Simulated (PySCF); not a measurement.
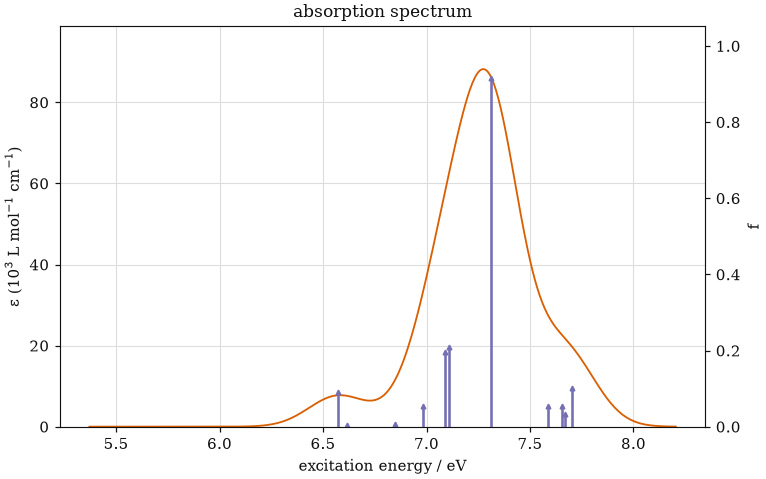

Vertical TDDFT excitations, CAM-B3LYP/def2-SVPD with PySCF 2.14.0, at a PBE0-D3(BJ)/def2-SVP geometry (no frequency check), gas phase. The lowest 15 singlet states are shown; each is broadened by a Gaussian of 1/e half-width 0.20 eV. Sticks give oscillator strengths (right axis). States within 0.01 eV of each other are merged, with their strengths summed. The highest state may be half of a pair whose partner wasn't computed.

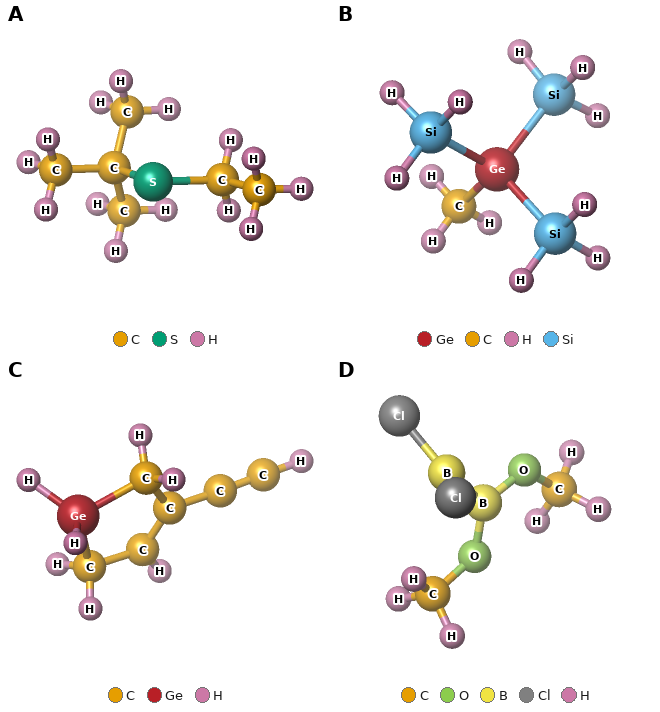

Which molecule gives this spectrum? Choose among the lettered structures.

Answer. Structure B, CH₁₂GeSi₃, singlet. Its lowest singlet lies at 6.57 eV (f = 0.090) and the brightest of those computed is S9/S10 at 7.31 eV (170 nm), f = 0.915, mainly HOMO/HOMO−1 → LUMO+2.

Note: core orbitals are frozen in the response.
